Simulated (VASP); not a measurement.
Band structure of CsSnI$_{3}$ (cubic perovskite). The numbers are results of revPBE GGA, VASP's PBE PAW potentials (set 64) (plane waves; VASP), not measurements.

Unless said otherwise, spin-orbit coupling is left out, though it shifts the bands of the heavy elements here.

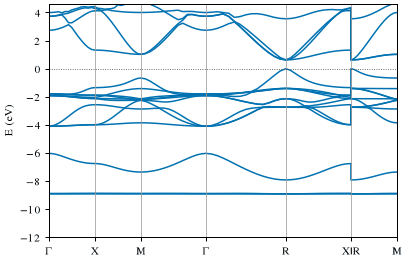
Figure. Bands along high-symmetry lines, zero at the valence-band maximum or, without a gap, the Fermi level

Q: Read the plot: is there a gap, and where are the band edges?

A: The gap is direct, 0.62 eV, from the valence maximum at R to the conduction minimum at R. (Edges off the drawn lines would not show.)

The compound is CsSnI3 in the cubic perovskite structure, the ideal cubic form; the compound distorts at low or room temperature. It was relaxed first, which changed the volume by +7 %.
